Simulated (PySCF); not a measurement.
# CF2 (SMILES F[C]F) at M06-2X/STO-6G

What is the energy change on altering one bond length of CF2 at M06-2X/STO-6G? 

The results are computed with PySCF 2.14.0.

8 further runs of the same task are left out: 8 set aside as unsound or not needed.

## (1) The system as given

The species is CF2 (3 atoms), meant as a singlet with charge 0. As SMILES, `F[C]F`. The coordinates come from a GFN2-xTB relaxation.

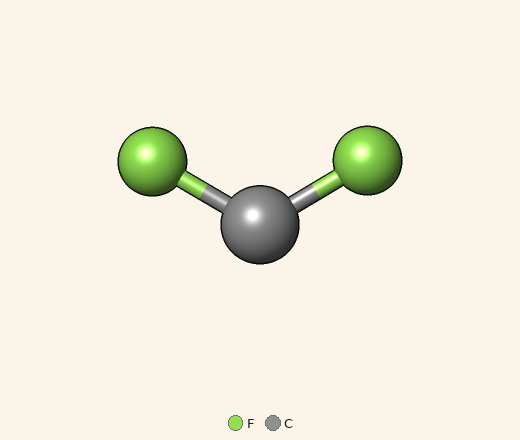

Viewed from a chosen angle; fluorine green, carbon grey.

## (2) A single-point energy at M06-2X/STO-6G

calc.py

```python
# F[C]F
from pyscf import gto, dft

mol = gto.M(
    atom='''
F      0.396940     1.032800     0.332770
C      0.326820    -0.272180     0.149730
F     -0.723760    -0.760620    -0.482500
''',
    max_memory=1860,
    verbose=4,
    basis='sto-6g',
)

mf = dft.RKS(mol)
mf.xc = 'm06-2x'
mf.grids.level = 5
mf.conv_tol = 1e-10
mf.kernel()
if not mf.converged:
    mf = mf.newton().run(mf.mo_coeff, mf.mo_occ)

etot = mf.e_tot
print('E = %.10f Eh' % etot)
```

Run with:

```console
OMP_NUM_THREADS=1 python calc.py
```

Standard output:

```text
PySCF version 2.14.0

[INPUT] num. atoms = 3
[INPUT] num. electrons = 24
[INPUT] charge = 0
[INPUT] spin (= nelec alpha-beta = 2S) = 0
[INPUT] symmetry False subgroup None
[INPUT] Mole.unit = angstrom
[INPUT] Symbol           X                Y                Z      unit          X                Y                Z       unit  Magmom
[INPUT]  1 F      0.396940000000   1.032800000000   0.332770000000 AA    0.750107887885   1.951709141451   0.628844162472 Bohr   0.0
[INPUT]  2 C      0.326820000000  -0.272180000000   0.149730000000 AA    0.617600292030  -0.514345656584   0.282948692631 Bohr   0.0
[INPUT]  3 F     -0.723760000000  -0.760620000000  -0.482500000000 AA   -1.367708179915  -1.437363484867  -0.911792855103 Bohr   0.0

nuclear repulsion = 62.2167725375742
number of shells = 9
number of NR pGTOs = 90
number of NR cGTOs = 15
basis = sto-6g
ecp = {}

******** <class 'pyscf.dft.rks.RKS'> ********
method = RKS
initial guess = minao
damping factor = 0
level_shift factor = 0
DIIS = <class 'pyscf.scf.diis.CDIIS'>
diis_start_cycle = 1
diis_space = 8
diis_damp = 0
SCF conv_tol = 1e-10
SCF conv_tol_grad = None
SCF max_cycles = 50
direct_scf = True
direct_scf_tol = 1e-13
XC library pyscf.dft.libxc version 7.0.0
    S. Lehtola, C. Steigemann, M. J.T. Oliveira, and M. A.L. Marques.,  SoftwareX 7, 1–5 (2018)
XC functionals = m06-2x
    Y. Zhao and D. G. Truhlar.,  Theor. Chem. Acc. 120, 215 (2008)
    Y. Zhao and D. G. Truhlar.,  Theor. Chem. Acc. 120, 215 (2008)
radial grids:
    Treutler-Ahlrichs [JCP 102, 346 (1995); DOI:10.1063/1.469408] (M4) radial grids

becke partition: Becke, JCP 88, 2547 (1988); DOI:10.1063/1.454033
pruning grids: <function nwchem_prune>
grids dens level: 5
symmetrized grids: False
atomic radii adjust function: <function treutler_atomic_radii_adjust>
small_rho_cutoff = 0
Set gradient conv threshold to 1e-05
Initial guess from minao.
tot grids = 130736
init E= -236.774564868417
  HOMO = -0.209155001770351  LUMO = 0.0051602240186821  gap/eV = 5.83181
cycle= 1 E= -236.401792531721  delta_E= 0.373  |g|= 0.501  |ddm|=  2.3
  HOMO = -0.211292326658704  LUMO = 0.0509505010559674  gap/eV = 7.13599
cycle= 2 E= -236.416290373088  delta_E= -0.0145  |g|= 0.517  |ddm|= 1.19
  HOMO = -0.192591746501201  LUMO = 0.101922636575631  gap/eV = 8.01414
cycle= 3 E= -236.494945406174  delta_E= -0.0787  |g|= 0.00806  |ddm|= 0.539
  HOMO = -0.191797566354294  LUMO = 0.105149037218972  gap/eV = 8.08033
cycle= 4 E= -236.494984011319  delta_E= -3.86e-05  |g|= 0.00112  |ddm|= 0.0191
  HOMO = -0.191860610189516  LUMO = 0.105070855235637  gap/eV = 8.07992
cycle= 5 E= -236.494985183243  delta_E= -1.17e-06  |g|= 0.00031  |ddm|= 0.00399
  HOMO = -0.191853769287485  LUMO = 0.105050793582618  gap/eV = 8.07918
cycle= 6 E= -236.494985242711  delta_E= -5.95e-08  |g|= 0.000242  |ddm|= 0.00116
  HOMO = -0.191852822712579  LUMO = 0.105044285049503  gap/eV = 8.07898
cycle= 7 E= -236.494985264675  delta_E= -2.2e-08  |g|= 2.4e-05  |ddm|= 0.000377
  HOMO = -0.191853040995937  LUMO = 0.105038563576037  gap/eV = 8.07883
cycle= 8 E= -236.494985265169  delta_E= -4.94e-10  |g|= 1.33e-06  |ddm|= 0.000101
  HOMO = -0.191852918984427  LUMO = 0.105038971888179  gap/eV = 8.07884
cycle= 9 E= -236.49498526517  delta_E= -9.66e-13  |g|= 1.33e-07  |ddm|= 3.65e-06
  HOMO = -0.191852939178414  LUMO = 0.105038948894092  gap/eV = 8.07884
Extra cycle  E= -236.49498526517  delta_E= -1.71e-13  |g|= 5.89e-08  |ddm|= 2.79e-07
converged SCF energy = -236.49498526517
E = -236.4949852652 Eh
```

Run time: 2.4 s. Hardware: 1 thread of Arm Neoverse V2, shared host; peak memory 0.18 GiB.

## (3) The distorted shape at the same level

run.py

```python
from pyscf import gto, dft

mol = gto.M(
    atom='''
F      0.607039     1.130480     0.459206
C      0.536919    -0.174500     0.276166
F     -0.723760    -0.760620    -0.482500
''',
    verbose=4,
    max_memory=1860,
    basis='sto-6g',
    spin=0,
)

myscf = dft.RKS(mol, xc='m06-2x')
myscf.conv_tol = 1e-10
myscf.grids.level = 5
myscf.kernel()
if not myscf.converged:
    myscf = myscf.newton().run(myscf.mo_coeff, myscf.mo_occ)

etot = myscf.e_tot
print('E = %.10f Eh' % etot)
```

Run with:

```console
OMP_NUM_THREADS=1 python run.py
```

Standard output:

```text
PySCF version 2.14.0

[INPUT] num. atoms = 3
[INPUT] num. electrons = 24
[INPUT] charge = 0
[INPUT] spin (= nelec alpha-beta = 2S) = 0
[INPUT] symmetry False subgroup None
[INPUT] Mole.unit = angstrom
[INPUT] Symbol           X                Y                Z      unit          X                Y                Z       unit  Magmom
[INPUT]  1 F      0.607039000000   1.130480000000   0.459206000000 AA    1.147137456930   2.136297589298   0.867773574757 Bohr   0.0
[INPUT]  2 C      0.536919000000  -0.174500000000   0.276166000000 AA    1.014629861075  -0.329757208737   0.521878104917 Bohr   0.0
[INPUT]  3 F     -0.723760000000  -0.760620000000  -0.482500000000 AA   -1.367708179915  -1.437363484867  -0.911792855103 Bohr   0.0

nuclear repulsion = 56.8640247640438
number of shells = 9
number of NR pGTOs = 90
number of NR cGTOs = 15
basis = sto-6g
ecp = {}

******** <class 'pyscf.dft.rks.RKS'> ********
method = RKS
initial guess = minao
damping factor = 0
level_shift factor = 0
DIIS = <class 'pyscf.scf.diis.CDIIS'>
diis_start_cycle = 1
diis_space = 8
diis_damp = 0
SCF conv_tol = 1e-10
SCF conv_tol_grad = None
SCF max_cycles = 50
direct_scf = True
direct_scf_tol = 1e-13
XC library pyscf.dft.libxc version 7.0.0
    S. Lehtola, C. Steigemann, M. J.T. Oliveira, and M. A.L. Marques.,  SoftwareX 7, 1–5 (2018)
XC functionals = m06-2x
    Y. Zhao and D. G. Truhlar.,  Theor. Chem. Acc. 120, 215 (2008)
    Y. Zhao and D. G. Truhlar.,  Theor. Chem. Acc. 120, 215 (2008)
radial grids:
    Treutler-Ahlrichs [JCP 102, 346 (1995); DOI:10.1063/1.469408] (M4) radial grids

becke partition: Becke, JCP 88, 2547 (1988); DOI:10.1063/1.454033
pruning grids: <function nwchem_prune>
grids dens level: 5
symmetrized grids: False
atomic radii adjust function: <function treutler_atomic_radii_adjust>
small_rho_cutoff = 0
Set gradient conv threshold to 1e-05
[... 1 set-up line as earlier in the session ...]
tot grids = 130736
init E= -236.409925172655
  HOMO = -0.253241106256236  LUMO = -0.0191603025799438  gap/eV = 6.36966
cycle= 1 E= -236.288051779892  delta_E= 0.122  |g|= 0.598  |ddm|= 2.12
  HOMO = -0.0827303994252301  LUMO = 0.00942458333671997  gap/eV = 2.50766
cycle= 2 E= -235.540351459672  delta_E= 0.748  |g|= 1.82  |ddm|= 2.43
  HOMO = -0.223601481973183  LUMO = 0.0352398442148615  gap/eV = 7.04343
cycle= 3 E= -236.43635694288  delta_E= -0.896  |g|= 0.268  |ddm|= 1.71
  HOMO = -0.212084190015041  LUMO = 0.057190579854243  gap/eV = 7.32734
cycle= 4 E= -236.455774201008  delta_E= -0.0194  |g|= 0.0717  |ddm|= 0.338
  HOMO = -0.217180359238455  LUMO = 0.0687211582284094  gap/eV = 7.77978
cycle= 5 E= -236.458106901969  delta_E= -0.00233  |g|= 0.00737  |ddm|= 0.118
  HOMO = -0.216645594192955  LUMO = 0.0681388425356628  gap/eV = 7.74938
cycle= 6 E= -236.458177928118  delta_E= -7.1e-05  |g|= 0.0034  |ddm|= 0.03
  HOMO = -0.216442484631771  LUMO = 0.0676325292969259  gap/eV = 7.73007
cycle= 7 E= -236.458187024107  delta_E= -9.1e-06  |g|= 0.000272  |ddm|= 0.0118
  HOMO = -0.216415187840225  LUMO = 0.0676385391932649  gap/eV = 7.72950
cycle= 8 E= -236.45818708354  delta_E= -5.94e-08  |g|= 4.82e-05  |ddm|= 0.000776
  HOMO = -0.216410441132763  LUMO = 0.0676321041074371  gap/eV = 7.72919
cycle= 9 E= -236.458187086368  delta_E= -2.83e-09  |g|= 9.97e-06  |ddm|= 0.000236
  HOMO = -0.216410407895072  LUMO = 0.0676338831162733  gap/eV = 7.72924
cycle= 10 E= -236.458187086414  delta_E= -4.56e-11  |g|= 6.91e-07  |ddm|= 2.26e-05
  HOMO = -0.216410370364178  LUMO = 0.0676338317171773  gap/eV = 7.72924
Extra cycle  E= -236.458187086414  delta_E=    0  |g|= 3.45e-07  |ddm|= 1.78e-06
converged SCF energy = -236.458187086414
E = -236.4581870864 Eh
```

It took 2.5 s on 1 thread of Arm Neoverse V2, shared host; peak memory 0.18 GiB.

## (4) Summary of results

Level: M06-2X/STO-6G.

| quantity | value |
| --- | --- |
| first shape: total energy | -236.49499 Eh |
| first shape: dipole moment | 1.30 D |
| first shape: HOMO energy | -5.22 eV |
| first shape: LUMO energy | 2.86 eV |
| first shape: HOMO–LUMO gap | 8.08 eV |
| distorted shape: total energy | -236.45819 Eh |
| distorted shape: dipole moment | 1.26 D |
| distorted shape: HOMO energy | -5.89 eV |
| distorted shape: LUMO energy | 1.84 eV |
| distorted shape: HOMO–LUMO gap | 7.73 eV |
| energy change with the C2–F3 bond stretched from 1.320 to 1.584 Å | 1.001 eV |

With the C2–F3 bond stretched from 1.320 to 1.584 Å the energy rises by 1.00 eV (97 kJ/mol). The first shape isn't relaxed at this level, so the change isn't measured from a minimum. The minimal basis adds a large error of its own.
